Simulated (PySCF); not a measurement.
## Electronic structure of GeH10Si3 (n-SiGeSiSiH10) in real space

```
atom    x (Å)    y (Å)    z (Å)
  Si   2.1102   1.0144  -0.3642
  Ge  -0.1964   1.4334  -0.7856
  Si  -1.5236   0.0819   0.6636
  Si  -0.8406  -2.1532   0.4757
   H   2.9815   1.8661  -1.2300
   H   2.4100  -0.4247  -0.6386
   H   2.4200   1.3005   1.0701
   H  -0.5260   1.0796  -2.2507
   H  -0.5172   2.9274  -0.5757
   H  -2.9757   0.2081   0.3219
   H  -1.3237   0.5443   2.0738
   H  -1.6843  -3.0538   1.3200
   H  -0.9393  -2.5938  -0.9502
   H   0.5856  -2.2739   0.9131
```

Geometry: PBE0-D3(BJ)/def2-SVP.

The calculation used PySCF, CAM-B3LYP/def2-SVPD, SCF density, gas phase.

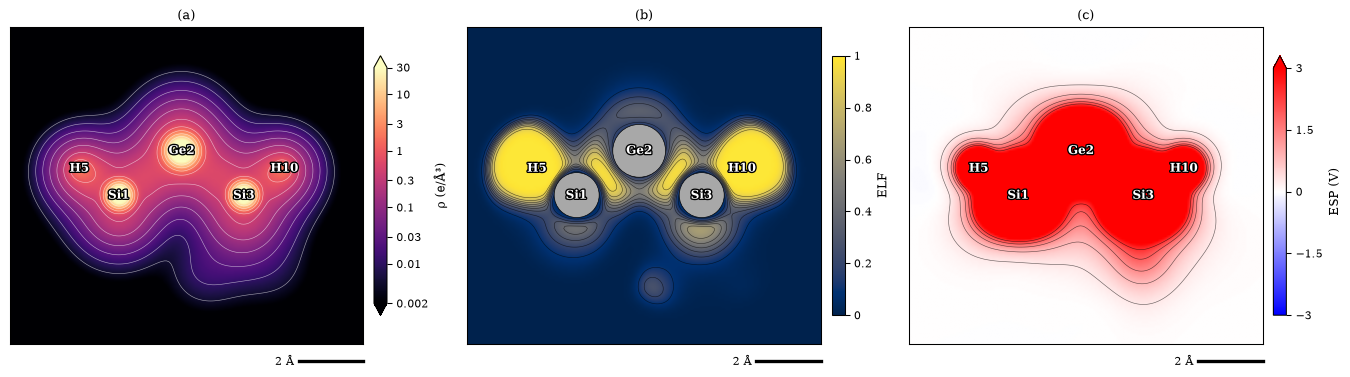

Figure 1. (a) total electron density; (b) electron localisation function; (c) molecular electrostatic potential on the plane of atoms Ge2, Si1 and H5. Grey discs cover the atomic cores in the ELF map.

Question: Describe what can be read from this map.

Answer: The section cuts through Si, Ge and H sites. Si–Ge (2.38 Å): ρ at the midpoint is about 0.61 e/Å³; the ELF peaks at about 0.95 between the atoms, as expected for a shared electron pair. Si–H (1.49 Å): ρ is about 0.76 e/Å³ halfway; the ELF climbs to about 1 towards the hydrogen, as it does in any bond to H. The potential has no marked negative region in this plane.

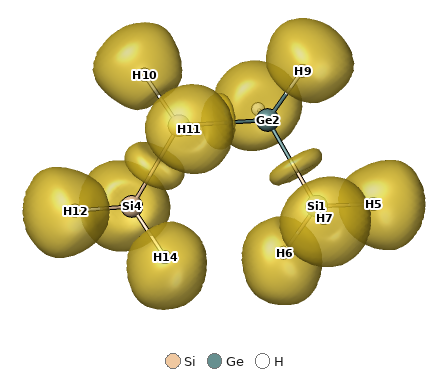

Figure 2. Isosurface of the ELF at 0.85 (yellow), seen across its widest extent. Only the valence region is drawn (cores and ρ < 0.01 e/Å³ removed).

Question: Describe the localisation domains.

Answer: At this value the surface marks out two regions between bonded Ge–Si atoms (shared pairs), one region between bonded Si–Si atoms (shared pairs) and ten regions around hydrogen nuclei. Along the contacts the grid gives the following. Si–Si (2.34 Å): the ELF peaks at about 1 between the atoms: a shared electron pair.
